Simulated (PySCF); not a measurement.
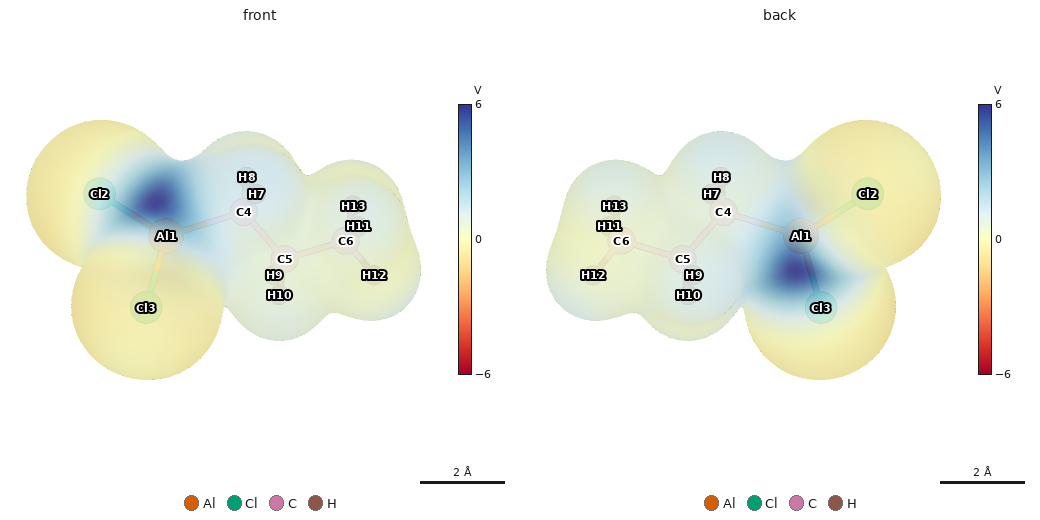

The picture shows: C₃H₇AlCl₂ (SMILES CC[CH2][Al]([Cl])[Cl]). The molecular electrostatic potential painted on the density surface at 0.004 e/bohr³, seen from the front and from behind; red is negative and blue positive.

Geometry: PBE0-D3(BJ)/def2-SVP.

Method: PBE0/pcSseg-1 Al:pcSseg-2, SCF density, gas phase, non-relativistic (PySCF).

The calculation's input:

```
{"job": {"kind": "nmr", "xc": "PBE0", "basis": {"default": "pcSseg-1", "Al": "pcSseg-2"}}, "charge": 0, "multiplicity": 1}
Al     1.239265     1.623314     1.136987
Cl     3.187317     1.721270     1.909808
Cl     0.255565     3.447375     0.794880
C      0.351664    -0.048425     0.719637
C     -0.276546    -0.089425    -0.678329
C     -1.080032    -1.354757    -0.935963
H     -0.433033    -0.200068     1.485689
H      1.065882    -0.879611     0.854248
H      0.515952    -0.001675    -1.443023
H     -0.923937     0.792645    -0.824751
H     -1.910889    -1.446440    -0.218078
H     -1.509776    -1.363395    -1.949655
H     -0.450802    -2.252919    -0.829259
```

Command:

```sh
OMP_NUM_THREADS=1 python probes_run.py task.json out
```

> Which sites attract a positive test charge, and which a negative one?

A positive charge is drawn to the negative regions and a negative charge to the positive ones. The most negative region (about −0.6 V) lies over Cl2 and Cl3, the most positive (about +5.6 V) over Al1.

> What dipole moment does the calculation give?

Its dipole moment is 2.46 D.
